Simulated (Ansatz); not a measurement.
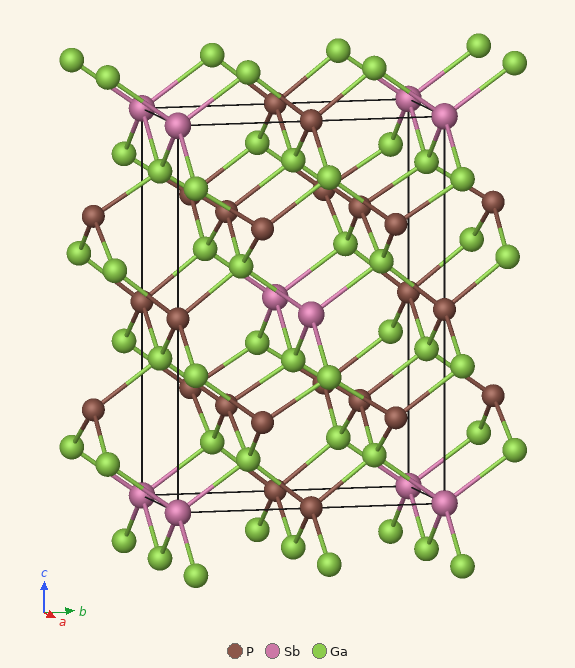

Ball-and-stick drawing of the structure, looking slightly off an axis. The conventional unit cell is drawn as a box. Atoms of adjacent cells appear where they bond to atoms in the box.

Ga4SbP3, space group Amm2 (No. 38), a = 3.976 Å, b = 7.962 Å, c = 11.257 Å, α = 90.00°, β = 90.00°, γ = 90.00°. The cell started as a structure type filled with these elements by a generator (whether the compound takes this form wasn't checked). Earlier steps of the study may have refined or changed the cell and positions. It went into a calculation with Ansatz.

This one geometry was computed with Ansatz (DFT, plane waves, PAW) at three levels of theory: HSE06, r2SCAN and PBE. It was relaxed beforehand with r2SCAN.

### Which level gives the highest pressure at this volume, and what does that say about its equilibrium volume?

Highest: PBE (2.3 GPa), which points to the largest equilibrium volume. Lowest, with the smallest volume: HSE06 (0.4 GPa) and r2SCAN (0.0 GPa). Levels within 0.5 GPa of each other can't be told apart.

### How does the band gap change with the level of theory?

PBE: a gap of 0.10 eV, direct; r2SCAN: a gap of 0.46 eV, direct; HSE06: a gap of 0.86 eV, direct.

### Collect the results in a table.

| level | cutoff (eV) | k-mesh of the run's cell | gap (eV) | pressure (GPa) |
| --- | --- | --- | --- | --- |
| HSE06 | 420 | 4×2×2 | 0.86 | 0.4 |
| r2SCAN | 500 | 6×4×4 | 0.46 | 0.0 |
| PBE | 420 | 6×4×4 | 0.10 | 2.3 |

Gaps are taken on the k-mesh or band path of each run.
